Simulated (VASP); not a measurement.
Band structure of Mo3Ta (ordered alloy cell). All values below come from PBEsol GGA, VASP's PBE PAW potentials (set 64) (plane waves; VASP).

Unless said otherwise, spin-orbit coupling is left out, though it shifts the bands of the heavy elements here.

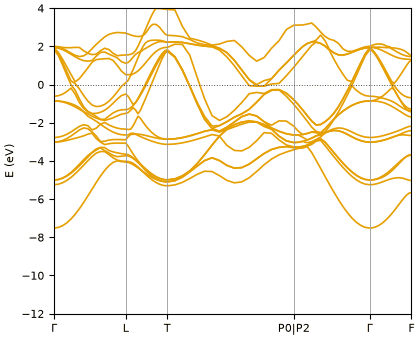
*Bands along high-symmetry lines, zero at the valence-band maximum or, without a gap, the Fermi level*

Task: Read the plot: is there a gap, and where are the band edges?

Result: It has no gap at this level: it comes out as a metal or semimetal. (Edges off the drawn lines would not show.)

The structure was generated: Mo3Ta was put into an ordered model structure (R-3m), which need not be its known phase. It was relaxed first. The electron count is odd and the run is not spin-polarised, which forces a metal.
